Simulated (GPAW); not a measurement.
**A Ga chain with an H atom on top of one atom: relaxation, then transmission at several levels**

Aim: the conductance of a Ga chain with an H atom on top of one atom after relaxation, and whether geometry, basis or functional moves it most.

Main program and level: GPAW 26.7.0; GPAW LCAO, PAW setups; relaxation of the junction within the symmetry of its start, lead ends held, in the first sound run; inputs show where later runs differ.

## Step 1: Starting point

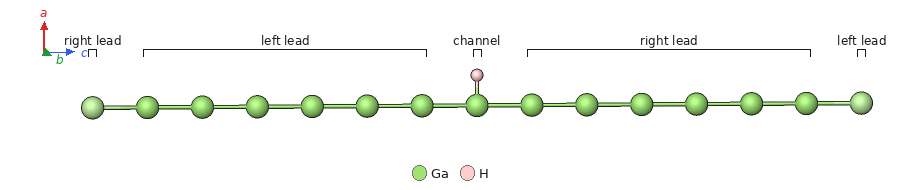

The cell as given, from the side, with the c axis across the page (gallium green, hydrogen pink). Some periodic images of atoms are drawn too.

The cell holds 14 atoms: 13 Ga and 1 H. Its edges and angles: a = 9.000 Å, b = 9.000 Å, c = 33.150 Å, α = 90.0°, β = 90.0°, γ = 90.0°. Regions: left lead, 6 atoms (6 Ga); channel, 2 atoms (1 Ga and 1 H); right lead, 6 atoms (6 Ga). Vacuum lies along a and b. The structure is stacked along c, and the current runs across the ab planes.

## Step 2: Relaxation

Transmission follows bond lengths closely, so the atoms between the held lead ends are relaxed first, within whatever symmetry the start has.

run.py reads:

```python
import json
from ase import Atoms
from ase.constraints import FixAtoms
from ase.optimize import BFGS
from gpaw import GPAW, FermiDirac

device = Atoms(
    ['Ga', 'Ga', 'Ga', 'Ga', 'Ga', 'Ga', 'Ga', 'H', 'Ga', 'Ga', 'Ga', 'Ga', 'Ga', 'Ga'],
    positions=[
        [4.50000, 4.50000, 1.27500],
        [4.50000, 4.50000, 3.82500],
        [4.50000, 4.50000, 6.37500],
        [4.50000, 4.50000, 8.92500],
        [4.50000, 4.50000, 11.47500],
        [4.50000, 4.50000, 14.02500],
        [4.50000, 4.50000, 16.57500],
        [5.89990, 4.50000, 16.57500],
        [4.50000, 4.50000, 19.12500],
        [4.50000, 4.50000, 21.67500],
        [4.50000, 4.50000, 24.22500],
        [4.50000, 4.50000, 26.77500],
        [4.50000, 4.50000, 29.32500],
        [4.50000, 4.50000, 31.87500]],
    cell=[[9.0, 0.0, 0.0], [0.0, 9.0, 0.0], [0.0, 0.0, 33.15]],
    pbc=True)

device.set_constraint(FixAtoms([0, 1, 2, 3, 4, 9, 10, 11, 12, 13]))
device.calc = GPAW(mode='lcao', basis='dzp', xc='PBE', h=0.18,
                   kpts={'size': (1, 1, 3), 'gamma': True},
                   symmetry={'tolerance': 1e-3, 'extra_ids': [1, 1, 1, 1, 1, 0, 0, 0, 0, 1, 1, 1, 1, 1]},
                   occupations=FermiDirac(0.1), maxiter=250,
                   mixer=dict(beta=0.1, nmaxold=8, weight=100.0),
                   convergence=dict(density=0.0001), txt='relax.txt')
path = []
opt = BFGS(device, maxstep=0.15)
opt.attach(lambda: path.append((device.get_potential_energy(), device.positions.tolist(), device.get_forces().tolist())))
relaxed = bool(opt.run(fmax=0.05, steps=50))
json.dump(dict(relaxed=relaxed, path=path, positions=device.positions.tolist(), moments=device.get_magnetic_moments().tolist(),
               forces=device.get_forces(apply_constraint=False).tolist()), open('result.json', 'w'))
```

Run with:

```sh
$ OMP_NUM_THREADS=1 OPENBLAS_NUM_THREADS=1 python run.py
```

What it wrote:

```text
Step          Energy          fmax
BFGS:    0      -22.307778        5.536783
BFGS:    1      -22.832562        1.862385
BFGS:    2      -22.927005        0.778678
BFGS:    3      -22.952245        0.185702
BFGS:    4      -22.954958        0.138736
BFGS:    5      -22.955837        0.118119
BFGS:    6      -22.956922        0.100131
BFGS:    7      -22.957874        0.087533
BFGS:    8      -22.958412        0.047753
```

The job ended after 6.4 min (1 thread of Arm Neoverse V1, shared host; peak memory 1.5 GiB).

Step by step:

| step | energy less that of the first step (eV) | largest force (eV/Å) |
| --- | --- | --- |
| 1 | 0.0000 | 5.5368 |
| 2 | -0.5236 | 1.8624 |
| 3 | -0.6175 | 0.7787 |
| 4 | -0.6424 | 0.1857 |
| 5 | -0.6451 | 0.1387 |
| 6 | -0.6460 | 0.1181 |
| 7 | -0.6472 | 0.1001 |
| 8 | -0.6483 | 0.0875 |
| 9 | -0.6490 | 0.0478 |

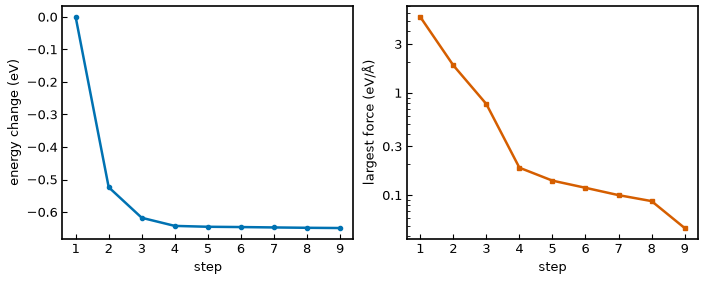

Energy and largest force along the relaxation.

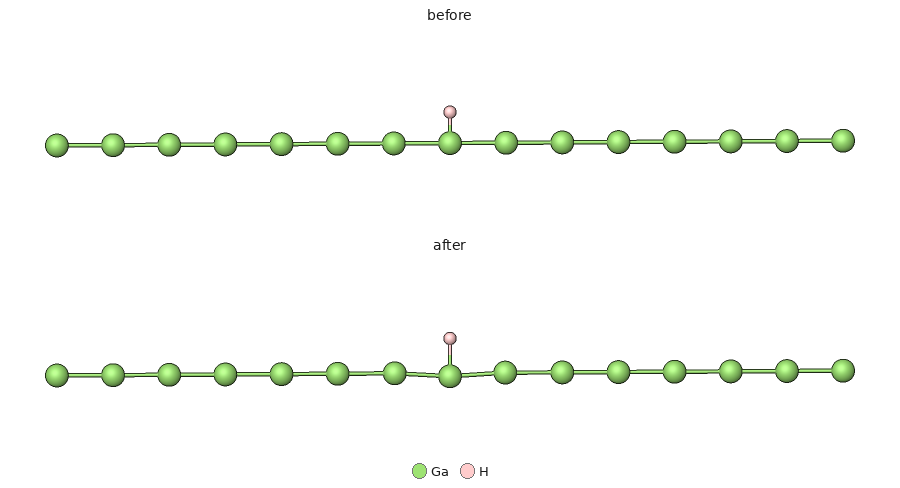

Before and after, at one scale.

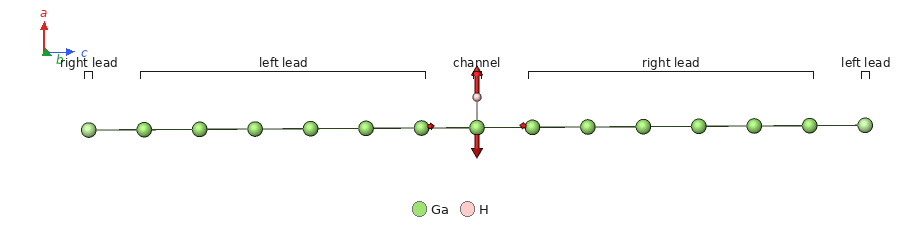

Displacements in the relaxation, exaggerated; the longest in the cell stands for 0.16 Å. Some periodic images of atoms are drawn too.

The atoms that moved most (Å):

| atom | dx | dy | dz | length |
| --- | --- | --- | --- | --- |
| H8 | 0.164 | 0.000 | 0.000 | 0.164 |
| Ga7 | -0.143 | 0.000 | 0.000 | 0.143 |
| Ga9 | 0.007 | 0.000 | -0.041 | 0.042 |
| Ga6 | 0.007 | 0.000 | 0.041 | 0.042 |

The relaxation lowered the energy of the cell by 0.649 eV (energies extrapolated to zero smearing; the optimiser's log prints free energies). The largest force left on a free atom is 0.048 eV/Å.

## Step 3: Double-zeta polarised basis

Localised orbitals split the wire into layers that couple to their neighbours alone, which is what the Green's function method needs; double zeta with polarisation is the usual level for numbers.

This step: GPAW LCAO, PAW setups; Landauer transmission from Green's functions with principal layers (ASE), zero bias (GPAW 26.7.0).

run.py reads:

```python
import json
import numpy as np
from ase import Atoms
from ase.transport.calculators import TransportCalculator
from gpaw import GPAW, FermiDirac
from gpaw.lcao.tools import get_lcao_hamiltonian
from scipy.linalg import eigh

# The junction with lead layers at both ends, along the third cell vector
device = Atoms(
    ['Ga', 'Ga', 'Ga', 'Ga', 'Ga', 'Ga', 'Ga', 'H', 'Ga', 'Ga', 'Ga', 'Ga', 'Ga', 'Ga'],
    positions=[
        [4.50000, 4.50000, 1.27500],
        [4.50000, 4.50000, 3.82500],
        [4.50000, 4.50000, 6.37500],
        [4.50000, 4.50000, 8.92500],
        [4.50000, 4.50000, 11.47500],
        [4.50735, 4.50000, 14.06611],
        [4.35666, 4.50000, 16.57500],
        [6.06419, 4.50000, 16.57500],
        [4.50735, 4.50000, 19.08389],
        [4.50000, 4.50000, 21.67500],
        [4.50000, 4.50000, 24.22500],
        [4.50000, 4.50000, 26.77500],
        [4.50000, 4.50000, 29.32500],
        [4.50000, 4.50000, 31.87500]],
    cell=[[9.0, 0.0, 0.0], [0.0, 9.0, 0.0], [0.0, 0.0, 33.15]],
    pbc=True)

# One principal layer of the lead: the first 3 atoms of the device
lead = Atoms(
    ['Ga', 'Ga', 'Ga'],
    positions=[
        [4.50000, 4.50000, 1.27500],
        [4.50000, 4.50000, 3.82500],
        [4.50000, 4.50000, 6.37500]],
    cell=[[9.0, 0.0, 0.0], [0.0, 9.0, 0.0], [0.0, 0.0, 7.65]],
    pbc=True)

settings = dict(mode='lcao', basis='dzp', xc='PBE', h=0.2,
                occupations=FermiDirac(0.1), maxiter=250,
                mixer=dict(beta=0.1, nmaxold=8, weight=100.0),
                convergence=dict(density=0.0001))
energies = np.arange(-2, 2 + 1e-9, 0.025)
eta = 0.0001
n1, n2 = 1, 1
# k and -k transmit alike, so half of the mesh across the current serves
mesh = [(i, j) for i in range(n1) for j in range(n2) if (i, j) <= (-i % n1, -j % n2)]
weights = np.array([1 if (i, j) == (-i % n1, -j % n2) else 2 for i, j in mesh]) / (n1 * n2)

# [... helper functions left out ...]
fermi_lead = ground_state(lead, (1, 1, 15), 'lead.txt')
fermi_device = ground_state(device, (1, 1, 3), 'device.txt')
# [... loop over the mesh left out, but for ...]
        # Shift the lead onto the potential of the device's first layer
        shift = ((H[:, 0, 0] - H0[:, 0, 0]) / S0[0, 0]).real.mean()
# [...]
kT = 8.617333e-5 * 300
bias = [0.1, 0.2, 0.5, 1.0, 1.5, 2.0]
# [... integrals and printing left out ...]
```

What it wrote:

```text
basis functions: device 174, principal layer 39
Fermi level: lead -2.8498 eV, device -2.8615 eV; lead shifted by -0.0141 eV
largest coupling past the next layer 6.03e-05 eV, largest misfit of the first layer 0.018 eV
  E-E_F (eV)   T (one spin)  [channel counts left out]
    -2.000    1.9515e-01
    -1.975    1.5364e-01
    -1.950    1.1352e-01
    -1.925    7.6479e-02
    -1.900    4.4492e-02
    -1.875    1.9739e-02
    -1.850    4.3563e-03
    -1.825    1.3053e-04
    -1.800    8.1572e-03
    -1.775    2.8561e-02
    -1.750    6.0363e-02
    -1.725    1.0155e-01
    -1.700    1.4931e-01
    -1.675    2.0034e-01
    -1.650    2.5110e-01
    -1.625    2.9772e-01
[...]
1.825    2.3148e+00
     1.850    2.3147e+00
     1.875    2.3144e+00
     1.900    2.3140e+00
     1.925    2.3135e+00
     1.950    2.3128e+00
     1.975    2.3119e+00
     2.000    2.3108e+00
conductance at 300 K: 2.1189 G0 a cell; thermopower -0.5638 uV/K
current from the zero-bias T(E) at 0.1 V: 16.412 uA
current from the zero-bias T(E) at 0.2 V: 32.791 uA
current from the zero-bias T(E) at 0.5 V: 80.315 uA
current from the zero-bias T(E) at 1.0 V: 143.17 uA
current from the zero-bias T(E) at 1.5 V: 204.96 uA
current from the zero-bias T(E) at 2.0 V: 267.46 uA
```

The job ended after 50 s (1 thread; peak memory 1.1 GiB).

This step gave:

- conductance: 2.119 G₀
- largest coupling past the next principal layer: 6.03e-5 eV
- largest misfit of the first principal layer: 0.01826 eV
- shift that aligns the lead: -0.01413 eV
- basis functions of the junction: 174
- basis functions of a principal layer: 39
- transmission at the Fermi level (one spin): 2.120

One spin. The transmission, zone mean by energy, zero at the Fermi level:

| energy (eV) | transmission, zone mean |
| --- | --- |
| -2.000 | 0.195 |
| -1.800 | 0.00816 |
| -1.600 | 0.336 |
| -1.575 | 0.357 |
| -1.400 | 0.901 |
| -1.200 | 0.944 |
| -1.000 | 0.978 |
| -0.800 | 0.992 |
| -0.600 | 0.997 |
| -0.400 | 0.999 |
| -0.200 | 2.03 |
| 0.000 | 2.12 |
| 0.200 | 2.14 |
| 0.400 | 2.15 |
| 0.600 | 2.19 |
| 0.800 | 2.23 |
| 1.000 | 2.26 |
| 1.200 | 2.29 |
| 1.400 | 2.30 |
| 1.600 | 2.31 |
| 1.800 | 2.31 |
| 2.000 | 2.31 |

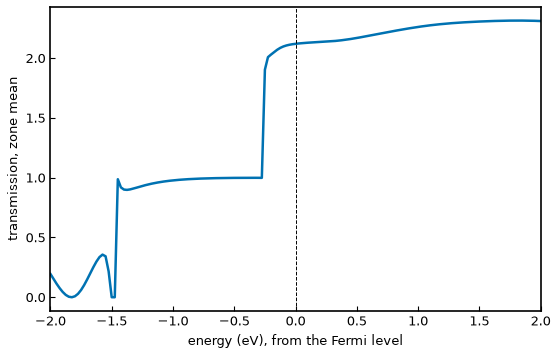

Transmission, zone mean against energy.

Not self-consistent under bias; the bias window is split evenly. The current through one cell, from the zero-bias transmission by bias:

| bias (V) | current through one cell, from the zero-bias transmission (μA) |
| --- | --- |
| 0.100 | 16.4 |
| 0.200 | 32.8 |
| 0.500 | 80.3 |
| 1.000 | 143 |
| 1.500 | 205 |
| 2.000 | 267 |

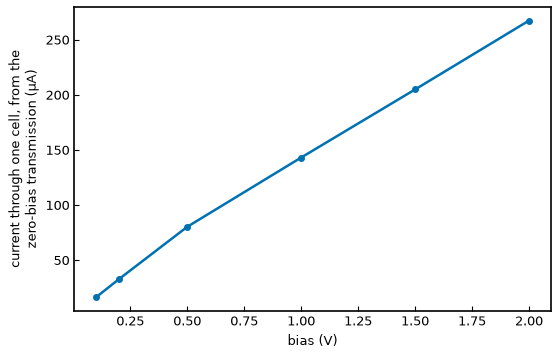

Current through one cell, from the zero-bias transmission, plotted against bias.

The transmission of the three most open eigenchannels by energy, zero at the Fermi level:

| energy (eV) | channel 1 | channel 2 | channel 3 |
| --- | --- | --- | --- |
| -2.000 | 0.195 | 8.8e-12 | 0 |
| -1.500 | 2.2e-4 | 8.1e-12 | 0 |
| -1.000 | 0.978 | 7.0e-12 | 0 |
| -0.500 | 0.999 | 6.1e-12 | 0 |
| 0.000 | 0.999 | 0.973 | 0.149 |
| 0.500 | 0.998 | 0.966 | 0.205 |
| 1.000 | 0.995 | 0.988 | 0.279 |
| 1.500 | 0.992 | 0.980 | 0.335 |
| 2.000 | 0.989 | 0.970 | 0.352 |

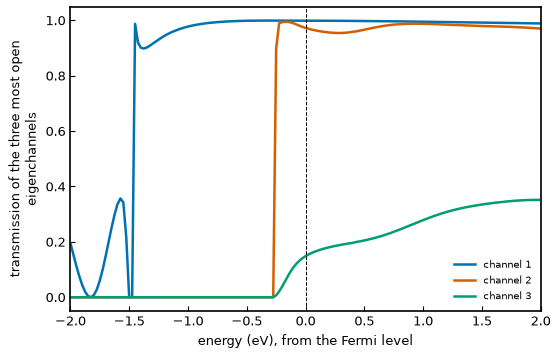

Transmission of the three most open eigenchannels, plotted against energy.

Couplings past the next layer reach 6.0e-5 eV, small enough to drop; the matrix elements of the cell's first layer differ from the bulk lead's by up to 0.018 eV. That layer keeps its own values in the calculation, and only beyond it is the lead taken as perfect. The Fermi levels of lead and junction count from different zeros of potential, one for each periodic cell; with both set to zero, the small remaining shift is what aligns them. By hand: G = 2.119 × 77.48 μS = 164 μS, a resistance of 6.09 kΩ; at 0.1 V a linear junction would pass 16.4 μA, and the integral over the bias window gives 16.4 μA.

## Step 4: GPAW, szp: basis = "szp(dzp)"

The second zeta is dropped, the polarisation orbitals stay.

run.py, as its differences from that of step 3:

```diff
@@ -39,3 +39,3 @@
 
-settings = dict(mode='lcao', basis='dzp', xc='PBE', h=0.2,
+settings = dict(mode='lcao', basis='szp(dzp)', xc='PBE', h=0.2,
                 occupations=FermiDirac(0.1), maxiter=250,
```

What it wrote:

```text
basis functions: device 121, principal layer 27
Fermi level: lead -3.1746 eV, device -3.2044 eV; lead shifted by -0.0182 eV
largest coupling past the next layer 5.81e-05 eV, largest misfit of the first layer 0.020 eV
  E-E_F (eV)   T (one spin)  channels
    -2.000    1.0567e-01    1.0000
    -1.975    7.4650e-02    1.0000
    -1.950    4.7907e-02    1.0000
    -1.925    2.6494e-02    1.0000
    -1.900    1.1217e-02    1.0000
    -1.875    2.4595e-03    1.0000
    -1.850    2.1061e-05    1.0000
    -1.825    2.9850e-03    1.0000
    -1.800    9.6027e-03    1.0000
    -1.775    1.7153e-02    1.0000
    -1.750    2.1644e-02    1.0000
    -1.725    1.7044e-02    1.0000
    -1.700    7.0897e-07    0.0000
    -1.675    2.4030e-07    0.0000
    -1.650    3.6357e-07    0.0000
    -1.625    1.0841e-06    0.0000
[...]
1.825    2.3294e+00    3.0000
     1.850    2.3293e+00    3.0000
     1.875    2.3290e+00    3.0000
     1.900    2.3285e+00    3.0000
     1.925    2.3278e+00    3.0000
     1.950    2.3270e+00    3.0000
     1.975    2.3260e+00    3.0000
     2.000    2.3248e+00    3.0000
conductance at 300 K: 2.1061 G0 a cell; thermopower -0.6097 uV/K
current from the zero-bias T(E) at 0.1 V: 16.315 uA
current from the zero-bias T(E) at 0.2 V: 32.6 uA
current from the zero-bias T(E) at 0.5 V: 79.177 uA
current from the zero-bias T(E) at 1.0 V: 141.37 uA
current from the zero-bias T(E) at 1.5 V: 203.27 uA
current from the zero-bias T(E) at 2.0 V: 266.03 uA
```

It took 44 s on 1 thread; peak memory 1.1 GiB.

This step gave:

```
conductance                                             : 2.106 G₀
largest coupling past the next principal layer          : 5.81e-5 eV
largest misfit of the first principal layer             : 0.02047 eV
shift that aligns the lead                              : -0.01815 eV
basis functions of the junction                         : 121
basis functions of a principal layer                    : 27
transmission at the Fermi level (one spin)              : 2.107
open channels of the lead at the Fermi level (one spin) : 3
```

One spin. Table of transmission, zone mean by energy, zero at the Fermi level:

| energy (eV) | transmission, zone mean |
| --- | --- |
| -2.0000 | 0.106 |
| -1.7500 | 0.0216 |
| -1.5000 | 1.4e-6 |
| -1.2500 | 0.963 |
| -1.0000 | 0.984 |
| -0.7500 | 0.994 |
| -0.5000 | 0.998 |
| -0.2500 | 1.24 |
| 0.0000 | 2.11 |
| 0.2500 | 2.14 |
| 0.5000 | 2.17 |
| 0.7500 | 2.23 |
| 1.0000 | 2.27 |
| 1.2500 | 2.30 |
| 1.5000 | 2.32 |
| 1.7500 | 2.33 |
| 2.0000 | 2.32 |

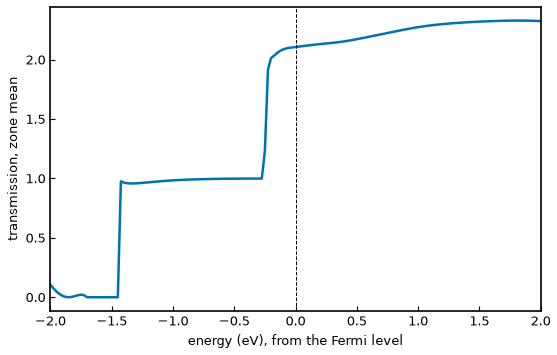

Transmission, zone mean against energy.

Crossings of the lead's bands, unfolded to its shortest repeat. The open channels, zone mean by energy, zero at the Fermi level:

| energy (eV) | open channels, zone mean |
| --- | --- |
| -2.000 | 1 |
| -1.800 | 1 |
| -1.600 | 0 |
| -1.400 | 1 |
| -1.200 | 1 |
| -1.000 | 1 |
| -0.800 | 1 |
| -0.600 | 1 |
| -0.400 | 1 |
| -0.200 | 3 |
| 0.000 | 3 |
| 0.200 | 3 |
| 0.400 | 3 |
| 0.600 | 3 |
| 0.800 | 3 |
| 1.000 | 3 |
| 1.200 | 3 |
| 1.400 | 3 |
| 1.600 | 3 |
| 1.800 | 3 |
| 2.000 | 3 |

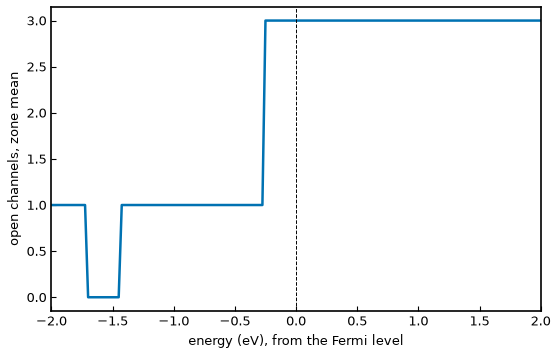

Open channels, zone mean, plotted against energy.

Not self-consistent under bias; the bias window is split evenly. Table of current through one cell, from the zero-bias transmission by bias:

| bias (V) | current through one cell, from the zero-bias transmission (μA) |
| --- | --- |
| 0.100 | 16.3 |
| 0.200 | 32.6 |
| 0.500 | 79.2 |
| 1.000 | 141 |
| 1.500 | 203 |
| 2.000 | 266 |

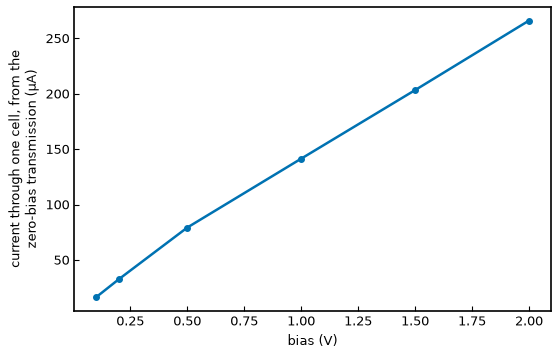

Current through one cell, from the zero-bias transmission, plotted against bias.

The transmission of the three most open eigenchannels by energy, zero at the Fermi level:

| energy (eV) | channel 1 | channel 2 | channel 3 |
| --- | --- | --- | --- |
| -2.000 | 0.106 | 0 | 0 |
| -1.800 | 0.00960 | 0 | 0 |
| -1.600 | 1.7e-5 | 0 | 0 |
| -1.400 | 0.965 | 0 | 0 |
| -1.200 | 0.968 | 0 | 0 |
| -1.000 | 0.984 | 0 | 0 |
| -0.800 | 0.993 | 0 | 0 |
| -0.600 | 0.997 | 0 | 0 |
| -0.400 | 0.999 | 0 | 0 |
| -0.200 | 0.999 | 0.990 | 0.0236 |
| 0.000 | 0.999 | 0.969 | 0.139 |
| 0.200 | 0.999 | 0.958 | 0.174 |
| 0.400 | 0.998 | 0.961 | 0.196 |
| 0.600 | 0.998 | 0.979 | 0.216 |
| 0.800 | 0.997 | 0.989 | 0.249 |
| 1.000 | 0.996 | 0.989 | 0.288 |
| 1.200 | 0.995 | 0.985 | 0.319 |
| 1.400 | 0.994 | 0.982 | 0.339 |
| 1.600 | 0.993 | 0.980 | 0.352 |
| 1.800 | 0.991 | 0.976 | 0.362 |
| 2.000 | 0.990 | 0.970 | 0.365 |

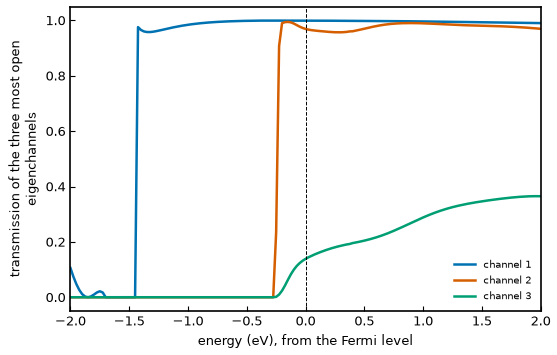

Transmission of the three most open eigenchannels, plotted against energy.

The conductance, 2.11 G₀, lies 0.6 % below that of the dzp run.

(Part 1 of 2 ends here.)

[Logs are printed without paths, hosts, clocks, repeated set-up lines and the standing remarks that a program may print on its own settings, such as how far it seeks lower states.]

[Hosts, paths, dates, database ids (printed as entryN), source tags and the programs' standing remarks are cut or masked in the printed files.]
